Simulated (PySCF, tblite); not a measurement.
# C₄H₉F₃N₂Si: geometry, infrared bands and NMR shifts

Wanted: the infrared bands and NMR shifts of C₄H₉F₃N₂Si (`FC(F)(F)CN1CCN[SiH2]1`), by calculation.

Computed with tblite 0.8.0 and PySCF 2.14.0, with density-fitted response routines of our own, on a single molecule in the gas phase. Atoms are numbered from 0 throughout.

### 1 The molecule as given

19 atoms, charge 0, multiplicity 1; geometry from: force field or distance geometry start.

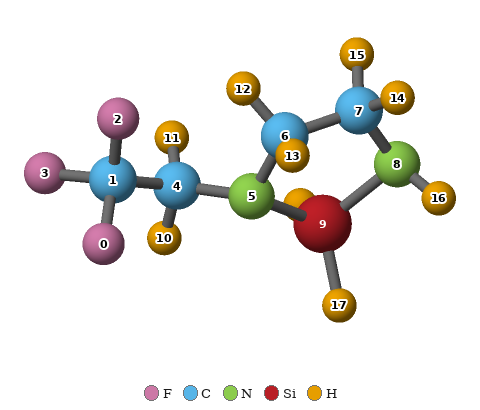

The starting geometry (fluorine pink, carbon blue, nitrogen green, silicon red, hydrogen amber), atoms numbered.

### 2 Geometry optimisation with GFN2-xTB

Job settings and geometry (Å):

```
{"job": {"kind": "relax", "xc": "GFN2-xTB", "basis": "xTB"}, "charge": 0, "multiplicity": 1}
F      2.805600    -0.267900     1.420100
C      2.543400    -0.258900     0.056900
F      2.458200    -1.578700    -0.315700
F      3.669000     0.324700    -0.549100
C      1.369300     0.577100    -0.333500
N      0.114100     0.211900     0.216700
C     -0.462600    -1.003800    -0.187400
C     -1.805900    -0.881100    -0.742200
N     -2.479800     0.299300    -0.386600
Si    -1.175400     1.425600     0.027800
H      1.591400     1.610500     0.049600
H      1.374600     0.707500    -1.447800
H      0.222200    -1.515700    -0.878600
H     -0.515200    -1.692900     0.712000
H     -2.433200    -1.727500    -0.389000
H     -1.849100    -0.990800    -1.856600
H     -3.151500     0.288200     0.384400
H     -1.392700     2.096700     1.309600
H     -0.892200     2.385000    -1.052500
```

On the command line:

```console
> OMP_NUM_THREADS=1 python probes_run.py task.json out
```

This one command runs all jobs of the session in turn.

**Question.** This job is followed by: GFN2-xTB harmonic vibrations, gas phase; GIAO PBE0/pcSseg-1 NMR shielding, non-relativistic, gas phase. Predict these results of the whole session: strongest single infrared mode (GFN2-xTB); zero-point energy (GFN2-xTB); 13C shifts against TMS (PBE0/pcSseg-1); 1H shifts against TMS (PBE0/pcSseg-1, means over atoms taken as alike); 19F shifts against CFCl3 (PBE0/pcSseg-1, means over atoms taken as alike); 15N shifts against NH3 (PBE0/pcSseg-1); 29Si shifts against TMS (PBE0/pcSseg-1); surface potential, least and greatest.

**Answer**, as computed:

| quantity | value |
| --- | --- |
| strongest single infrared mode (GFN2-xTB) | 2208 cm⁻¹, 414 km/mol |
| zero-point energy (GFN2-xTB) | 84.7 kcal/mol |
| 13C shifts against TMS (PBE0/pcSseg-1) | 135.9, 53.7, 53.2, 47.9 ppm |
| 1H shifts against TMS (PBE0/pcSseg-1, means over atoms taken as alike) | 5.25, 3.52, 3.46, 3.22, 0.01 ppm |
| 19F shifts against CFCl3 (PBE0/pcSseg-1, means over atoms taken as alike) | -84.8 ppm |
| 15N shifts against NH3 (PBE0/pcSseg-1) | 26.1, 22.6 ppm |
| 29Si shifts against TMS (PBE0/pcSseg-1) | -25.8 ppm |
| surface potential, least and greatest | -0.92 V and 1.58 V |

Over 139 steps the energy fell by 1.050 eV; of the close pairs, C6–C7 changed most, 1.459 to 1.527 Å. All 51 modes are real, so the xTB geometry is a minimum. The strongest single mode, at 2208 cm⁻¹, moves mainly H18. Unscaled tight-binding wavenumbers are off by several per cent, some by more. Its intensities can rank the bands wrongly. At PBE0/pcSseg-1: The largest span, 170 ppm, is at F0, F2, F3, where the paramagnetic term is -218 ppm.
